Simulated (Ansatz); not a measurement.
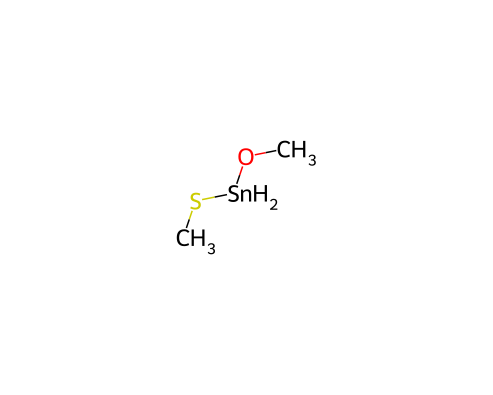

The picture comes from a calculation with Ansatz.

2D structure.

> Give its SMILES.

C[O][SnH2][S]C

> Give the formula, hydrogens included.

C2H8OSSn.

> An optimisation with PBE0-D4/def2-TZVP gave a structure of which point group?

C1. Other conformers may differ.
